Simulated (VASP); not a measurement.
Band structure of Zn (hcp). Calculation: PW91 GGA, VASP's PBE PAW potentials (set 64) (plane waves; VASP).

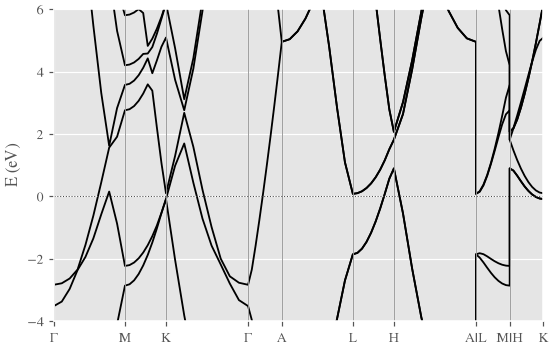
Figure. Bands along high-symmetry lines, zero at the valence-band maximum or, without a gap, the Fermi level

### Question
Read the plot: is there a gap, and where are the band edges?

### Answer
It has no gap at this level: it comes out as a metal or semimetal. (Edges off the drawn lines would not show.)

The compound is Zn in the hcp structure. It was relaxed first.
